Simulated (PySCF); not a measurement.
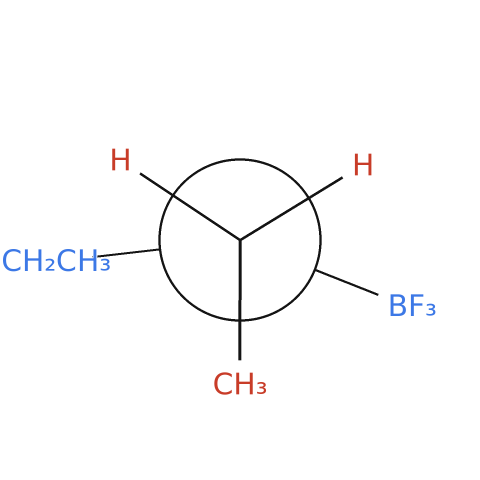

A Newman projection along the C–O bond, carbon in front; angles are drawn as computed, but eclipsed bonds slightly apart. The computed structure is the end point of a PBE0-D3(BJ)/def2-SVP optimisation. No frequency run is at hand to confirm it as a minimum.

### Which molecule is it?

C4H10BF3O, CC[O+](CC)[B-](F)(F)F

### What is the torsion angle from the front CH3 to the back CH2CH3? The sign is positive where the front bond must turn clockwise to cover the back bond.

83°, about perpendicular.
